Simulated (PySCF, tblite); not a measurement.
**C₆H₁₅BN₂O: geometry, infrared bands and NMR shifts**

What infrared bands and NMR shifts should C₆H₁₅BN₂O (`C/C(=C/OB(N)N)C(C)C`) show?

The runs use tblite 0.8.0 and PySCF 2.14.0, with density-fitted response routines of our own; the level of theory stands in each step. All values are computed, except where a source is named. Atoms are numbered from 0 throughout.

## 1. Starting geometry

25 atoms, charge 0, multiplicity 1; geometry from: force field or distance geometry start.

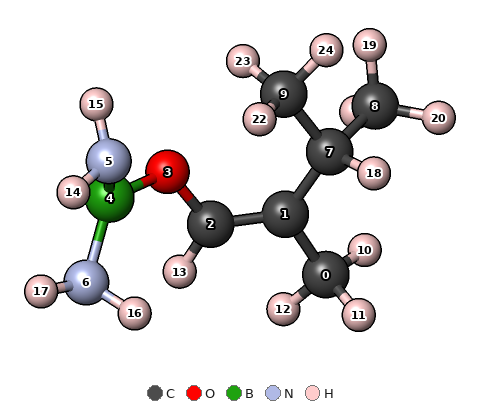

The starting geometry (carbon dark grey, oxygen red, boron green, nitrogen light blue, hydrogen pink), atoms numbered.

## 2. Relaxing the molecule with GFN2-xTB

What the job is given:

```
{"job": {"kind": "relax", "xc": "GFN2-xTB", "basis": "xTB"}, "charge": 0, "multiplicity": 1}
C     -1.339400     1.990200     1.247900
C     -0.774100     0.836400     0.474000
C      0.320400     1.093400    -0.231000
O      0.923900     0.103900    -0.986700
B      2.411600    -0.089000    -0.959900
N      2.991500    -1.496900    -0.758300
N      3.266700     1.032000    -0.345400
C     -1.412500    -0.472200     0.584200
C     -2.876500    -0.490700     0.206600
C     -0.761200    -1.576800    -0.223600
H     -2.434400     2.088100     1.119800
H     -1.098700     1.922900     2.343000
H     -0.898700     2.936600     0.875700
H      0.769600     2.081100    -0.283800
H      4.013000    -1.441000    -0.571900
H      2.734800    -2.117500    -1.524200
H      3.038700     1.051700     0.675800
H      4.292500     0.815600    -0.486600
H     -1.395900    -0.859600     1.647700
H     -3.058800    -1.402600    -0.386400
H     -3.537100    -0.619200     1.120500
H     -3.203700     0.368300    -0.401300
H      0.248600    -1.828900     0.154100
H     -0.833100    -1.418300    -1.318800
H     -1.397900    -2.483500    -0.043400
```

Command:

```console
OMP_NUM_THREADS=1 python probes_run.py task.json out
```

One launch serves the whole session: the jobs run in the order shown.

**Question.** This job is followed by: GFN2-xTB harmonic vibrations, gas phase; GIAO PBE0/pcSseg-1 NMR shielding, non-relativistic, gas phase. Predict these results of the whole session: strongest single infrared mode (GFN2-xTB); zero-point energy (GFN2-xTB); 13C shifts against TMS (PBE0/pcSseg-1, means over atoms taken as alike); 1H shifts against TMS (PBE0/pcSseg-1, means over atoms taken as alike); 17O shifts against H2O (PBE0/pcSseg-1); 11B shifts against BF3·OEt2 (PBE0/pcSseg-1); 15N shifts against NH3 (PBE0/pcSseg-1, means over atoms taken as alike).

The runs gave:

```
                                                               quantity                               value
                              strongest single infrared mode (GFN2-xTB)              1274 cm⁻¹, 1006 km/mol
                                           zero-point energy (GFN2-xTB)                      133.5 kcal/mol
13C shifts against TMS (PBE0/pcSseg-1, means over atoms taken as alike)  140.3, 130.7, 37.6, 23.2, 20.9 ppm
 1H shifts against TMS (PBE0/pcSseg-1, means over atoms taken as alike)    6.36, 1.80, 1.71, 1.66, 1.34 ppm
                                 17O shifts against H2O (PBE0/pcSseg-1)                           147.4 ppm
                            11B shifts against BF3·OEt2 (PBE0/pcSseg-1)                            19.4 ppm
15N shifts against NH3 (PBE0/pcSseg-1, means over atoms taken as alike)                            44.9 ppm
```

In words: Over 208 steps the energy fell by 2.192 eV; of the close pairs, B4–N5 changed most, 1.536 to 1.411 Å. All 69 modes are real, so the xTB geometry is a minimum. The strongest single mode, at 1274 cm⁻¹, moves mainly B4. GFN2-xTB is a fitted tight-binding method: band positions and strengths are rough. Its intensities can rank the bands wrongly.
